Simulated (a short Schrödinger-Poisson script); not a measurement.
Stack: symmetric double-gate stack, SiO2 on p-type GaN, at 300 K.

| layer | material | thickness (nm) | Na (cm⁻³) |
|---|---|---|---|
| 1 | SiO2 | 3.2 | - |
| 2 | GaN | 3 | 6e16 |
| 3 | SiO2 | 3.2 | - |

Constants are typed, rounded textbook-type inputs, not results; the design itself was drawn at random and stands for no fabricated device. SiO2: permittivity 3.9, conduction-band edge (eV) 3.2, gap (eV) 9, electron mass (mₑ) 0.5. GaN: permittivity 9.5, conduction-band edge (eV) 0, gap (eV) 3.43, Nv at 300 K (cm⁻³) 4.6e19.

Channel valleys (confinement mass, in-plane density-of-states mass, number): Γ 0.2, 0.2, 1. At the gates, both at one voltage, the conduction-band edge of layer 1 lies 3.47 eV − eVg above the Fermi level of the channel. Gaps are held at their typed values at every temperature. Mesh 0.03 nm at interfaces.

Solved with a short Schrödinger-Poisson script written for these runs: 1D Poisson equation in equilibrium, electrons quantum, Hartree (BenDaniel-Duke, 12 states a valley, the channel's in-plane mass for all, wave functions ending at the dielectric), parabolic valleys, classical holes, full ionisation, no traps, pinning or gate leakage.

Only gate voltages with over 1e8 electrons/cm² are shown.

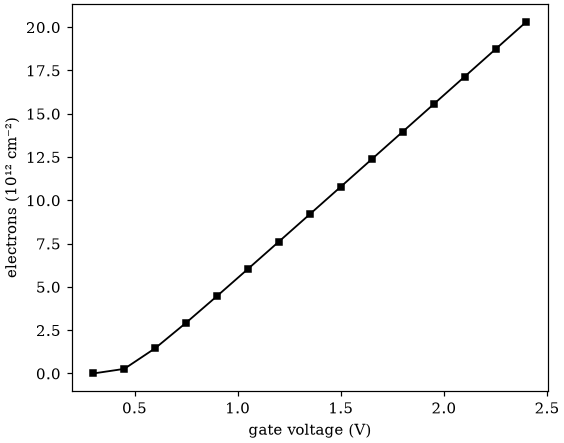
*Sheet density against gate voltage*

```tsv
Vg (V)	electrons (cm⁻²)	C (μF/cm²)	Γ E0 (meV)	Γ E1 (meV)
0.3	2.00e9	0.0126	180.5	806.9
0.45	2.67e11	0.868	52.4	678.3
0.6	1.46e12	1.50	0.9	624.6
0.75	2.93e12	1.62	-27.4	593.7
0.9	4.47e12	1.66	-50.1	568.2
1.05	6.04e12	1.68	-70.7	544.8
1.2	7.62e12	1.69	-90.4	522.3
1.35	9.20e12	1.69	-109.8	500.1
1.5	1.08e13	1.69	-129.0	478.1
1.65	1.24e13	1.70	-148.1	456.3
1.8	1.40e13	1.70	-167.1	434.4
1.95	1.56e13	1.70	-186.1	412.6
2.1	1.71e13	1.70	-205.2	390.9
2.25	1.87e13	1.70	-224.2	369.1
2.4	2.03e13	1.70	-243.2	347.3
```

Subbands count from the Fermi level. The capacitance is that of both gates.

In real p-type GaN the Mg acceptor is only partly ionised, and so wide a gap doesn't supply an inversion layer without source and drain.
